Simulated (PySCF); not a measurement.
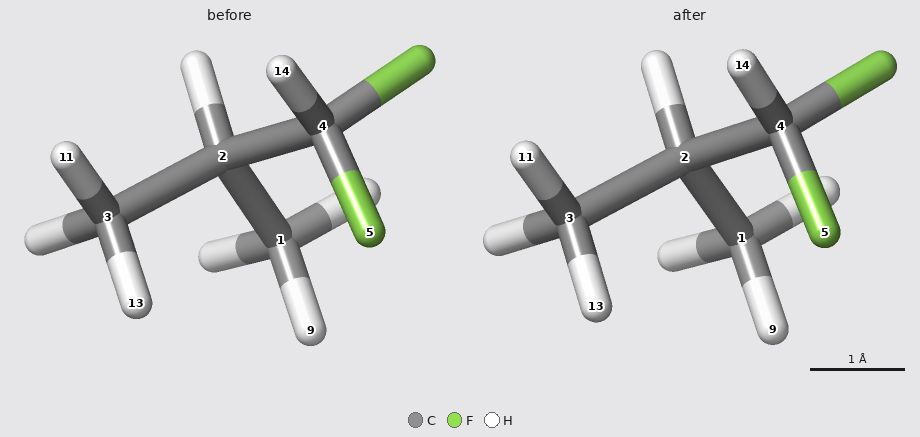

The structure of C₄H₈F₂ before (left) and after (right) a relaxation, at one scale.

The picture is a stick view, seen from a free direction.

The start comes from GFN2-xTB. Its atoms were then displaced at random by about 0.01 Å.

The calculation used PySCF 2.14.0, density-fitted response routines, PBE0-D3(BJ)/def2-SVP geometry optimisation, gas phase. 

**Summarise the run.**

An H atom moves most after the best rigid fit: 0.082 Å. By element the largest moves are H 0.082 Å, F 0.077 Å, C 0.037 Å. Some distances before and after: C–H 1.145 → 1.106 Å, C–H 1.061 → 1.100 Å, C–C 1.556 → 1.523 Å, C–H 1.083 → 1.104 Å. Among the angles between lasting bonds that change: F–C–H 104.8° → 107.7°, H–C–H 110.7° → 108.1°, C–C–F 113.3° → 110.8°. Over 8 geometry steps the energy falls by 0.136 eV.
